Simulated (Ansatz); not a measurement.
# LuHg3, from a guessed structure to a relaxed one

This structure for LuHg3 is made up. Its elements were placed in a known structure type with a cell scaled to their sizes. What cell does the guess relax to, and how far off was it?

Calculated with Ansatz 0.2.0; DFT, PBE, plane-wave PAW, files of the set soft_1, scalar-relativistic, no spin, cell and ions relaxed at zero pressure; PAW set soft_1, in the first sound run; inputs show where later runs differ.

## 1. The starting structure

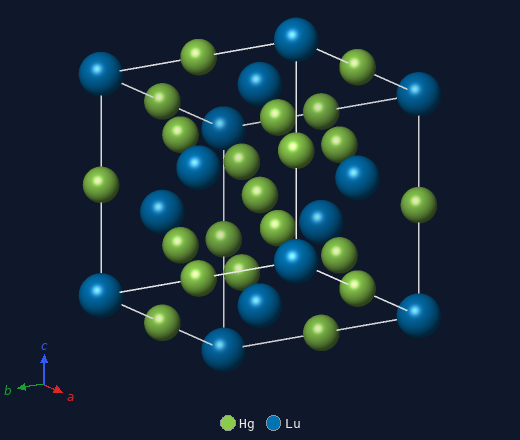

The starting structure, seen from a free direction (mercury green, lutetium blue). This picture shows the conventional cell, with its axes. Some periodic images of atoms are drawn too.

## 2. Relaxing cell and atoms

The guess takes its coordinates from another compound and its volume from a rule, so the cell and any free coordinates are relaxed together.

File input.yaml:

```yaml
crystal:
  lattice:
    - [0.0, 3.6595, 3.6595]
    - [3.6595, 0.0, 3.6595]
    - [3.6595, 3.6595, 0.0]
  atoms:
    - { symbol: Hg, position: [0.75, 0.75, 0.75] }
    - { symbol: Hg, position: [0.5, 0.5, 0.5] }
    - { symbol: Hg, position: [0.25, 0.25, 0.25] }
    - { symbol: Lu, position: [0.0, 0.0, 0.0] }
kpoints:
  mp_grid: { grid: [6, 6, 6] }
scf:
  occupations: { method: fermi_dirac, width: 0.05 }
hamiltonian:
  xc: pbe
  pseudopotentials: { kind: paw, azcp: { folder: soft_1 } }
relax:
  f_tol: 0.015
  max_steps: 70
  cell: {}
output:
  forces: true
  stress: true
```

Run with:

```sh
$ ansatz run input.yaml --threads 4 --pin off --max-ram 8192MiB --backend cpu --events-out ev --progress --plain --runs-dir out
```

Numbers of over 12 decimals in the logs are rounded to 6 here.

Output:

```text
Engine: ansatz 0.2.0, aarch64-unknown-linux-gnu
Pseudopotentials: kind: paw
Pseudopotential: Hg, paw, valence charge 20, recommended cutoff 420 eV (normal), soft_1/Hg.paw.azcp
Pseudopotential: Lu, paw, valence charge 25, recommended cutoff 420 eV (normal), soft_1/Lu.paw.azcp
Functional definition: PBE
  parameter kappa = 0.804
  parameter beta = 0.066725
  exchange = pbe_x(kappa = kappa, mu = beta*pi^2/3)
  correlation = pbe_c(beta = beta)
Crystal: 4 atoms, lattice volume = 98.016 Å³
Basis set: ecut = 420 eV, 1917 PW (Γ), exchange–correlation on 72×72×72 points (8 copies of the dense FFT grid, shifted against one another)
Bands: 51, of which v1, the nominal top of the filled ones, is band 43 counted from 1 (42 counted from 0)
Symmetry: 48 space group operations
Space group: Fm-3m (ITA 225), of the structure as read, at distance tolerance 4.6e-5 Å
k-points: 16 of 216
Non-local potential: Hg, projectors of the file, l = 0: 3, l = 1: 2, l = 2: 2, l = 3: 1
Non-local potential: Lu, projectors of the file, l = 0: 3, l = 1: 2, l = 2: 2, l = 3: 3
PAW form: soft (Blöchl's): semilocal exchange-correlation on the pseudo side does not see the compensation charge
PAW one-centre angular grid: Hg, 590 points (default); XC on 64 Gauss nodes
PAW one-centre angular grid: Lu, 590 points (default); XC on 64 Gauss nodes
Initial density: superposition of atomic densities (chi_scale 0.1, normalization cell, long waves kept (reshape's long-wave potential 0.00 eV rms))
Initial wavefunctions: pseudopotential atomic-orbital guess
Functional: x = pbe(κ = 0.804, μ = 0.219515), c = pbe(β = 0.066725)
SCF iter   1: F=—  HF=-56185.618964 eV  |F-HF|=—  |Δ(HF+E_count)|=         —  Δρ=1.03e-1  dr2=2.22e1  ethr=3.10e-3  ⟨swp⟩=6.1  Hψ=3474  notcnv=0  defer=1
preconditioner: auto → Kerker (q_TF=auto, 2.664 Å⁻¹)  [metal: Δε(μ)=0.039 eV  Ē_g=9.127 eV  σ=0.050 eV  W_gap=0.19  n_scr=26 (ndim 8)  ℏωp=27.3 eV  f_vac=0.000  D(μ)=3.57/eV (n_scr^D=26)]
SCF iter   2: F=—  HF=-56181.664198 eV  |F-HF|=—  |Δ(HF+E_count)|=    3.95e0  Δρ=3.28e-2  dr2=2.63e0  ethr=3.10e-3  ⟨swp⟩=4.2  Hψ=2244  notcnv=0  defer=22
preconditioner: auto → Resta (q_TF=auto, 2.664 Å⁻¹)  ε∞=10.1  [insulator: Δε(μ)=0.139 eV  Ē_g=9.060 eV  σ=0.050 eV  W_gap=0.56  n_scr=26 (ndim 8)  ℏωp=27.3 eV  f_vac=0.000  D(μ)=2.03/eV (n_scr^D=14)  ε∞_Penn≈10.1]
SCF iter   3: F=—  HF=-56181.075988 eV  |F-HF|=—  |Δ(HF+E_count)|=   5.88e-1  Δρ=2.23e-2  dr2=6.63e-1  ethr=3.09e-3  ⟨swp⟩=3.2  Hψ=1975  notcnv=0  defer=26
SCF iter   4: F=—  HF=-56180.666385 eV  |F-HF|=—  |Δ(HF+E_count)|=   4.10e-1  Δρ=9.31e-3  dr2=1.08e-1  ethr=7.80e-4  ⟨swp⟩=3.8  Hψ=2051  notcnv=0  defer=37
SCF iter   5: F=—  HF=-56180.713470 eV  |F-HF|=—  |Δ(HF+E_count)|=   4.71e-2  Δρ=3.99e-3  dr2=1.75e-2  ethr=1.27e-4  ⟨swp⟩=3.9  Hψ=2262  notcnv=0  defer=37
SCF iter   6: F=—  HF=-56180.705209 eV  |F-HF|=—  |Δ(HF+E_count)|=   8.26e-3  Δρ=9.47e-4  dr2=5.30e-4  ethr=2.06e-5  ⟨swp⟩=2.1  Hψ=1582  notcnv=0  defer=38
SCF iter   7: F=—  HF=-56180.704894 eV  |F-HF|=—  |Δ(HF+E_count)|=   3.15e-4  Δρ=2.38e-4  dr2=5.14e-5  ethr=6.23e-7  ⟨swp⟩=3.1  Hψ=1877  notcnv=0  defer=38
SCF iter   8: F=—  HF=-56180.704917 eV  |F-HF|=—  |Δ(HF+E_count)|=   2.22e-5  Δρ=9.27e-5  dr2=1.06e-5  ethr=6.05e-8  ⟨swp⟩=2.7  Hψ=1477  notcnv=0  defer=38
SCF iter   9: F=—  HF=-56180.704917 eV  |F-HF|=—  |Δ(HF+E_count)|=   7.33e-7  Δρ=3.65e-5  dr2=2.79e-6  ethr=1.25e-8  ⟨swp⟩=2.9  Hψ=1637  notcnv=0  defer=38
SCF iter  10: F=—  HF=-56180.704917 eV  |F-HF|=—  |Δ(HF+E_count)|=   7.62e-7  Δρ=1.01e-5  dr2=1.21e-7  ethr=3.28e-9  ⟨swp⟩=2.1  Hψ=1376  notcnv=0  defer=38
SCF iter  11: F=-56180.704916 eV  HF=-56180.704916 eV  |F-HF|=2.66e-9  |Δ(HF+E_count)|=   5.41e-8  Δρ=2.31e-6  dr2=5.72e-9  ethr=1.18e-10  ⟨swp⟩=6.0  Hψ=4076  notcnv=0
SCF 1 converged in 11 iterations: F = -56180.704916 eV  dr2 = 5.72e-9
  greatest PAW one-centre occupation: 1.000 electrons in one spin orbital (limit 2), on the Hg atom at site 2 (counted from 0), in its partial waves of l = 0
relax step   1: F+E_penalty+E_count = -56180.70491647 eV  Δ(F+E_penalty+E_count) = +0.000e0 eV  max|allowed force component| = 5.493e-18 eV/Å  Δτ_max = 0.0000 Å  P = -2.556 GPa  Ω = 98.016 Å³  (11 SCF iters, dr2 threshold 1.00e-7 eV, accepted)
Crystal: 4 atoms, lattice volume = 92.010 Å³
Basis set: ecut = 420 eV, 1807 PW (Γ), exchange–correlation on 72×72×72 points (8 copies of the dense FFT grid, shifted against one another)
Initial density: handed on by an earlier stage of this run
Initial wavefunctions: those handed on with the density
iter 1 solved again at ethr=1.41e-4 eV; its pass at ethr=3.10e-3 eV (dr2=1.20e-1 eV) is discarded
SCF iter   1: F=—  HF=-56180.778180 eV  |F-HF|=—  |Δ(HF+E_count)|=         —  Δρ=7.11e-3  dr2=1.21e-1  ethr=1.41e-4  ⟨swp⟩=2.1  Hψ=5228  notcnv=0
preconditioner: auto → Kerker (q_TF=auto, 2.692 Å⁻¹)  [metal: Δε(μ)=0.117 eV  Ē_g=11.877 eV  σ=0.050 eV  W_gap=0.50  n_scr=26 (ndim 8)  ℏωp=29.7 eV  f_vac=0.000  D(μ)=1.36/eV (n_scr^D=8)]
SCF iter   2: F=—  HF=-56180.753652 eV  |F-HF|=—  |Δ(HF+E_count)|=   2.45e-2  Δρ=3.91e-3  dr2=4.26e-2  ethr=1.41e-4  ⟨swp⟩=3.5  Hψ=1194  notcnv=0
preconditioner: auto → Resta (q_TF=auto, 2.692 Å⁻¹)  ε∞=7.3  [insulator: Δε(μ)=0.119 eV  Ē_g=11.886 eV  σ=0.050 eV  W_gap=0.51  n_scr=26 (ndim 8)  ℏωp=29.7 eV  f_vac=0.000  D(μ)=1.30/eV (n_scr^D=8)  ε∞_Penn≈7.3]
SCF iter   3: F=—  HF=-56180.746196 eV  |F-HF|=—  |Δ(HF+E_count)|=   7.46e-3  Δρ=2.12e-3  dr2=3.98e-3  ethr=5.01e-5  ⟨swp⟩=2.4  Hψ=1578  notcnv=0  defer=38
SCF iter   4: F=—  HF=-56180.741363 eV  |F-HF|=—  |Δ(HF+E_count)|=   4.83e-3  Δρ=1.27e-3  dr2=1.10e-3  ethr=4.68e-6  ⟨swp⟩=3.0  Hψ=1729  notcnv=0  defer=38
SCF iter   5: F=—  HF=-56180.741405 eV  |F-HF|=—  |Δ(HF+E_count)|=   4.14e-5  Δρ=4.82e-4  dr2=2.82e-4  ethr=1.29e-6  ⟨swp⟩=2.4  Hψ=1703  notcnv=0  defer=38
SCF iter   6: F=—  HF=-56180.741286 eV  |F-HF|=—  |Δ(HF+E_count)|=   1.19e-4  Δρ=2.00e-4  dr2=2.93e-5  ethr=3.32e-7  ⟨swp⟩=2.9  Hψ=1773  notcnv=0  defer=38
SCF iter   7: F=—  HF=-56180.741274 eV  |F-HF|=—  |Δ(HF+E_count)|=   1.19e-5  Δρ=1.10e-4  dr2=9.30e-6  ethr=3.44e-8  ⟨swp⟩=2.4  Hψ=1441  notcnv=0  defer=38
SCF iter   8: F=-56180.741271 eV  HF=-56180.741271 eV  |F-HF|=1.17e-7  |Δ(HF+E_count)|=   3.29e-6  Δρ=1.23e-5  dr2=1.36e-7  ethr=4.71e-10  ⟨swp⟩=5.9  Hψ=5189  notcnv=0
SCF 2 converged in 8 iterations: F = -56180.741271 eV  dr2 = 1.36e-7
relax step   2: F+E_penalty+E_count = -56180.74127086 eV  Δ(F+E_penalty+E_count) = -3.635e-2 eV  max|allowed force component| = 2.833e-17 eV/Å  Δτ_max = 0.0000 Å  P = +0.995 GPa  Ω = 92.010 Å³  energy of the carried Pulay correction = +2.197e-3 eV  (8 SCF iters, dr2 threshold 4.00e-7 eV, accepted)
Crystal: 4 atoms, lattice volume = 93.618 Å³
Basis set: ecut = 420 eV, 1837 PW (Γ), exchange–correlation on 72×72×72 points (8 copies of the dense FFT grid, shifted against one another)
iter 1 solved again at ethr=1.11e-5 eV; its pass at ethr=3.10e-3 eV (dr2=9.43e-3 eV) is discarded
SCF iter   1: F=—  HF=-56180.747967 eV  |F-HF|=—  |Δ(HF+E_count)|=         —  Δρ=1.97e-3  dr2=9.51e-3  ethr=1.11e-5  ⟨swp⟩=3.1  Hψ=4640  notcnv=0
preconditioner: auto → Resta (q_TF=auto, 2.685 Å⁻¹)  ε∞=7.2  [insulator: Δε(μ)=0.130 eV  Ē_g=11.847 eV  σ=0.050 eV  W_gap=0.55  n_scr=26 (ndim 8)  ℏωp=29.5 eV  f_vac=0.000  D(μ)=1.19/eV (n_scr^D=8)  ε∞_Penn≈7.2]
SCF iter   2: F=—  HF=-56180.745684 eV  |F-HF|=—  |Δ(HF+E_count)|=   2.28e-3  Δρ=8.23e-4  dr2=1.82e-3  ethr=1.11e-5  ⟨swp⟩=2.8  Hψ=1333  notcnv=0
SCF iter   3: F=—  HF=-56180.745192 eV  |F-HF|=—  |Δ(HF+E_count)|=   4.92e-4  Δρ=4.01e-4  dr2=2.40e-4  ethr=2.14e-6  ⟨swp⟩=2.2  Hψ=1443  notcnv=0
SCF iter   4: F=—  HF=-56180.744996 eV  |F-HF|=—  |Δ(HF+E_count)|=   1.96e-4  Δρ=2.06e-4  dr2=3.34e-5  ethr=2.82e-7  ⟨swp⟩=3.0  Hψ=1781  notcnv=0
SCF iter   5: F=—  HF=-56180.744998 eV  |F-HF|=—  |Δ(HF+E_count)|=   2.01e-6  Δρ=6.81e-5  dr2=2.67e-6  ethr=3.93e-8  ⟨swp⟩=2.1  Hψ=1417  notcnv=0
SCF iter   6: F=-56180.744997 eV  HF=-56180.744998 eV  |F-HF|=1.89e-7  |Δ(HF+E_count)|=   2.73e-7  Δρ=1.51e-5  dr2=3.05e-7  ethr=4.71e-10  ⟨swp⟩=6.8  Hψ=4384  notcnv=0
SCF 3 converged in 6 iterations: F = -56180.744997 eV  dr2 = 3.05e-7
relax step   3: F+E_penalty+E_count = -56180.74499737 eV  Δ(F+E_penalty+E_count) = -3.727e-3 eV  max|allowed force component| = 2.891e-17 eV/Å  Δτ_max = 0.0000 Å  P = -0.112 GPa  Ω = 93.618 Å³  energy of the carried Pulay correction = +1.595e-3 eV  (6 SCF iters, dr2 threshold 4.00e-7 eV, accepted)
Crystal: 4 atoms, lattice volume = 93.453 Å³
iter 1 solved again at ethr=7.56e-8 eV; its pass at ethr=3.10e-3 eV (dr2=6.43e-5 eV) is discarded
SCF iter   1: F=—  HF=-56180.745132 eV  |F-HF|=—  |Δ(HF+E_count)|=         —  Δρ=1.89e-4  dr2=8.84e-5  ethr=7.56e-8  ⟨swp⟩=3.0  Hψ=3934  notcnv=0
preconditioner: auto → Resta (q_TF=auto, 2.686 Å⁻¹)  ε∞=7.2  [insulator: Δε(μ)=0.129 eV  Ē_g=11.844 eV  σ=0.050 eV  W_gap=0.55  n_scr=26 (ndim 8)  ℏωp=29.5 eV  f_vac=0.000  D(μ)=1.20/eV (n_scr^D=8)  ε∞_Penn≈7.2]
SCF iter   2: F=—  HF=-56180.745131 eV  |F-HF|=—  |Δ(HF+E_count)|=   7.68e-7  Δρ=8.33e-5  dr2=1.76e-5  ethr=7.56e-8  ⟨swp⟩=2.4  Hψ=1196  notcnv=0
SCF iter   3: F=—  HF=-56180.745122 eV  |F-HF|=—  |Δ(HF+E_count)|=   9.05e-6  Δρ=4.68e-5  dr2=2.43e-6  ethr=2.07e-8  ⟨swp⟩=2.1  Hψ=1392  notcnv=0
SCF iter   4: F=—  HF=-56180.745119 eV  |F-HF|=—  |Δ(HF+E_count)|=   2.66e-6  Δρ=2.84e-5  dr2=5.26e-7  ethr=2.86e-9  ⟨swp⟩=3.0  Hψ=1667  notcnv=0
SCF iter   5: F=—  HF=-56180.745119 eV  |F-HF|=—  |Δ(HF+E_count)|=   6.24e-8  Δρ=9.43e-6  dr2=8.31e-8  ethr=6.19e-10  ⟨swp⟩=2.6  Hψ=1480  notcnv=0
SCF iter   6: F=-56180.745119 eV  HF=-56180.745119 eV  |F-HF|=2.18e-8  |Δ(HF+E_count)|=   3.18e-8  Δρ=5.44e-6  dr2=2.45e-8  ethr=3.68e-11  ⟨swp⟩=6.2  Hψ=4334  notcnv=0
SCF 4 converged in 6 iterations: F = -56180.745119 eV  dr2 = 2.45e-8
relax step   4: F+E_penalty+E_count = -56180.74511928 eV  Δ(F+E_penalty+E_count) = -1.219e-4 eV  max|allowed force component| = 2.486e-17 eV/Å  Δτ_max = 0.0000 Å  P = -0.005 GPa  Ω = 93.453 Å³  energy of the carried Pulay correction = +1.656e-3 eV  (6 SCF iters, dr2 threshold 3.13e-8 eV, accepted)
Initial wavefunctions: pseudopotential atomic-orbital guess (no wavefunctions were taken with the density)
iter 1 solved again at ethr=7.25e-9 eV; its pass at ethr=3.10e-3 eV (dr2=6.16e-6 eV) is discarded
SCF iter   1: F=—  HF=-56180.743545 eV  |F-HF|=—  |Δ(HF+E_count)|=         —  Δρ=1.15e-4  dr2=2.28e-6  ethr=7.25e-9  ⟨swp⟩=5.9  Hψ=7580  notcnv=0
SCF iter   2: F=—  HF=-56180.743550 eV  |F-HF|=—  |Δ(HF+E_count)|=   4.98e-6  Δρ=6.08e-5  dr2=7.09e-7  ethr=2.69e-9  ⟨swp⟩=2.1  Hψ=1454  notcnv=0
SCF iter   3: F=—  HF=-56180.743550 eV  |F-HF|=—  |Δ(HF+E_count)|=   4.90e-7  Δρ=2.86e-5  dr2=1.33e-7  ethr=8.34e-10  ⟨swp⟩=2.9  Hψ=1614  notcnv=0
SCF iter   4: F=—  HF=-56180.743550 eV  |F-HF|=—  |Δ(HF+E_count)|=   9.73e-8  Δρ=6.79e-6  dr2=8.81e-9  ethr=1.56e-10  ⟨swp⟩=2.9  Hψ=1558  notcnv=0
SCF iter   5: F=—  HF=-56180.743550 eV  |F-HF|=—  |Δ(HF+E_count)|=   1.07e-8  Δρ=1.37e-6  dr2=3.93e-10  ethr=1.04e-11  ⟨swp⟩=3.0  Hψ=1670  notcnv=0
SCF iter   6: F=—  HF=-56180.743550 eV  |F-HF|=—  |Δ(HF+E_count)|=  5.31e-10  Δρ=1.31e-7  dr2=8.26e-12  ethr=1.00e-12  ⟨swp⟩=5.8  Hψ=5166  notcnv=0
SCF iter   7: F=-56180.743550 eV  HF=-56180.743550 eV  |F-HF|=7.28e-12  |Δ(HF+E_count)|=  4.37e-11  Δρ=4.75e-8  dr2=1.03e-12  ethr=1.00e-12  ⟨swp⟩=5.7  Hψ=3638  notcnv=0
SCF 5 converged in 7 iterations: F = -56180.743550 eV  dr2 = 1.03e-12
relax step   5: F+E_penalty+E_count = -56180.74355034 eV  Δ(F+E_penalty+E_count) = +1.569e-3 eV  max|allowed force component| = 2.833e-17 eV/Å  Δτ_max = 0.0000 Å  P = -0.011 GPa  Ω = 93.453 Å³  stress off target by 1.14e-2 GPa  SCF on the basis re-selected at this cell (its energy is not comparable with the rows above)  (7 SCF iters)
basis re-selected at this cell: Δ(F+E_penalty+E_count) = +1.569e-3 eV, ΔP = -0.007 GPa vs the last step (what re-selecting the basis moved, of the pressure what is left beyond the Pulay correction that the steps carried, after the strain that the cell walked since its last selection, with what the two solves' SCF thresholds leave and, on support functions, any second-order correction that the steps lacked; it is no m [...]
SCF converged after 7 iterations
Free energy (F): -56180.743550 eV
Harris-Foulkes:  -56180.743550 eV  (|F-HF|=7.28e-12)
Internal energy: -56180.733013 eV  (E = F + TS)
E sigma→0 (E₀):  -56180.738282 eV
Entropy (-TS):   -0.010537 eV (-2.634 meV/atom)
Fermi energy:    16.132943 eV
--- Per-component energies (eV) ---
  E_band       = -1079.726320
  E_kinetic    = 2141.609806
  E_local      = -13759.266759  (includes V_loc(G=0)·N_el)
  E_nonlocal   = 923.617121
  E_hartree    = 5850.346561
  E_xc         = -840.950247
  E_vxc        = -1004.462069  (∫ρ·V_xc dr)
  E_paw        = -37287.207191  (= ΣΔE_a)
  E_vpaw       = -1081.919007  (= ΣTr[D̂ρ^β])
  E_aug_tail   = 0.001500  (compensation charges beyond the density's cutoff)
  E_ewald      = -13208.883803
  E_smearing   = -0.010537  (= −TS)
  E_closure    = -0.000000  (closes the sum)
  Σ components = -56180.743550   (vs F -56180.743550, Δ=0.00e0)
--- Forces (eV/Å), atoms counted from 1 ---
  atom   1  Hg     0.00000000     0.00000000     0.00000000
  atom   2  Hg     0.00000000    -0.00000000    -0.00000000
  atom   3  Hg    -0.00000000    -0.00000000    -0.00000000
  atom   4  Lu     0.00000000    -0.00000000    -0.00000000
  max |Σ_I F_I| component: 9.25e-18 eV/Å
--- Stress (GPa, compression-positive) ---
       -0.011437      -0.000000      -0.000000
       -0.000000      -0.011437      -0.000000
       -0.000000      -0.000000      -0.011437
  P = ⅓ Tr σ = -0.0114 GPa (-0.114 kbar)
--- Relaxed structure (4 steps of the walk, 4 accepted, 1 SCFs on fresh bases) ---
  F+E_penalty+E_count = -56180.74355034 eV   max|allowed force component| = 2.833e-17 eV/Å   (the final SCF, on the basis selected at the relaxed cell)
  cell:  # Å, volume = 93.4531 Å³
    - [0, 3.601813, 3.601813]
    - [3.601813, 0, 3.601813]
    - [3.601813, 3.601813, 0]
  atoms:
    - { symbol: Hg, position: [0.750000, 0.750000, 0.750000] }
    - { symbol: Hg, position: [0.5, 0.5, 0.5] }
    - { symbol: Hg, position: [0.25, 0.25, 0.25] }
    - { symbol: Lu, position: [0, 0, 0] }
```

Wall time 6.1 s (4 threads of Arm Neoverse V2, shared host); peak memory 0.46 GiB.

Step by step:

```tsv
step	energy less that of the first step (eV)	largest force component (eV/Å)	pressure (GPa)	volume (Å³)
1	0.0000	0.0000	-2.56	98.02
2	-0.0364	0.0000	1.00	92.01
3	-0.0401	0.0000	-0.11	93.62
4	-0.0402	0.0000	0.00	93.45
5*	-0.0386	0.0000	-0.01	93.45
```

Relaxation steps marked * repeat the geometry before them on a plane-wave basis chosen anew for their cell, so energy and pressure can jump there.

The run keeps the 48 symmetry operations that it works with, so distortions that break them were not tested.

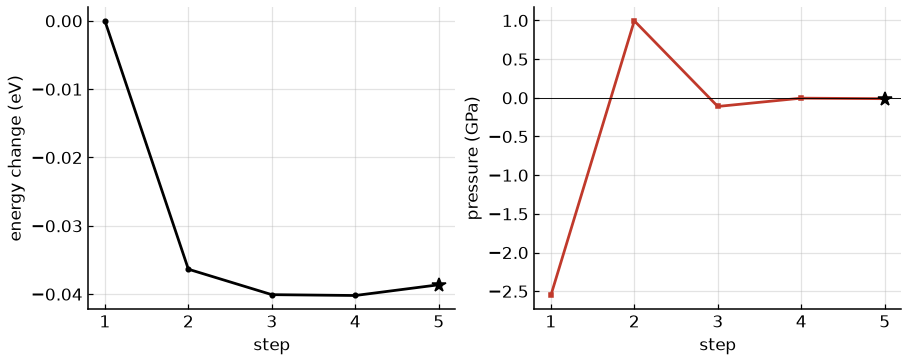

Energy and pressure along the relaxation. Stars mark steps on a basis chosen anew.

```tsv
conventional cell, symmetrised	before	after	change
a (Å)	7.319	7.204	-1.6 %
b (Å)	7.319	7.204	-1.6 %
c (Å)	7.319	7.204	-1.6 %
volume (Å³/atom)	24.50	23.36	-4.7 %
```

Final coordinates:

```xyz
4
Lattice="0.0000 3.6018 3.6018 3.6018 0.0000 3.6018 3.6018 3.6018 0.0000" Properties=species:S:1:pos:R:3 pbc="T T T"
Hg    5.4027    5.4027    5.4027
Hg    3.6018    3.6018    3.6018
Hg    1.8009    1.8009    1.8009
Lu    0.0000    0.0000    0.0000
```

This step gave:

- free energy: -56180.7436 eV
- energy at zero smearing: -56180.7383 eV
- smearing term TS: 0.01054 eV
- Fermi energy: 16.13 eV
- electrons: 85
- symmetry operations: 48
- pressure: -0.01144 GPa

The shortest distance of each pair, which need not be the same contact before and after:

```tsv
pair	guess (Å)	relaxed (Å)
Hg–Lu	3.169	3.119
Hg–Hg	3.169	3.119
Lu–Lu	5.175	5.094
```

The relaxation ends with a pressure of -0.01 GPa.

(Continued in part 2 of 2.)

[Logs are printed without paths, hosts, clocks, repeated set-up lines and the standing remarks that a program may print on its own settings, such as how far it seeks lower states.]

[Hosts, paths, dates, database ids (printed as entryN), source tags and the programs' standing remarks are cut or masked in the printed files.]
